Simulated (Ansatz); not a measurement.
Cost and result by functional for the surface energy, mean of two unlike faces, of the (100) surface of fluorite-type CoSi2 in its 1x1 cell (cut with top plane Co, bottom plane 2 Si), outermost plane spacing 1.34 Å in the ideal cut, in Ansatz (plane waves, PAW). Single points on the PBE structure, on one kind of machine; costs are rough ratios of the slab run's core time (references not counted) to the cheapest single point. r2SCAN's cost holds its higher cutoff (500 against 420 eV). Differences are taken against r2SCAN for comparison alone: no measured value is at hand, so the table doesn't rank accuracy.

Set-up: 15 atoms, Co5Si10, 12.1 Å thick at the start; mesh 10x10x1; 0.1 eV smearing; dipole correction on; all atoms relaxed; start symmetry kept, larger cells not searched; no spin (magnetic order not tried), no spin-orbit, no U. These notes are the PBE run's.

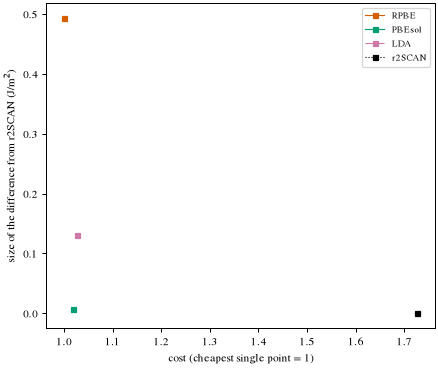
Figure: Difference from r2SCAN against cost

```
functional                     relative cost  surface energy, mean of two unlike faces, (J/m²)  less r2SCAN (J/m²)
-----------------------------  -------------  ------------------------------------------------  ------------------
RPBE                                       1                                              2.11               -0.49
PBEsol                                     1                                              2.61                0.01
LDA                                        1                                              2.73                0.13
r2SCAN                                     2                                              2.60                0.00
PBE (the relaxed run's value)              –                                              2.30               -0.30
```

The values span 0.62 J/m², while the single points' costs differ by a factor of roughly 2. Differences are of unrounded values.

Ansatz is a quantum-chemistry and plane-wave program.
